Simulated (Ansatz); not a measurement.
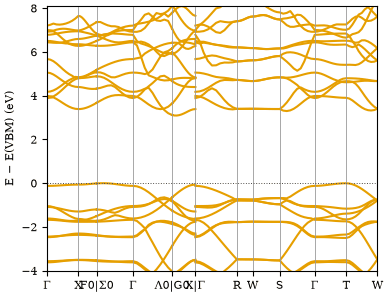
*Band structure from the program Ansatz at the PBE level (PAW)*

Problem. Read off the gap and where the band edges lie.

Solution. About 3.1 eV (3.09 eV by a search for the band edges); maximum on the Σ0–Γ line, 19 % of the way from Σ0, minimum on the G0–X line, 16 % of the way from G0.

The material is SiS2 in space group Ibam (No. 72; S on 8j, Si on 4a).

The PBE relaxation kept the symmetry of its start. The volume lies over 15 % above that of the usual cell of this phase: another minimum, or an error of the functional. A crystal of weakly bound chains computed without a dispersion correction: the cell and the soft elastic constants depend strongly on that.

Potentials: the later of the program's two PAW sets.
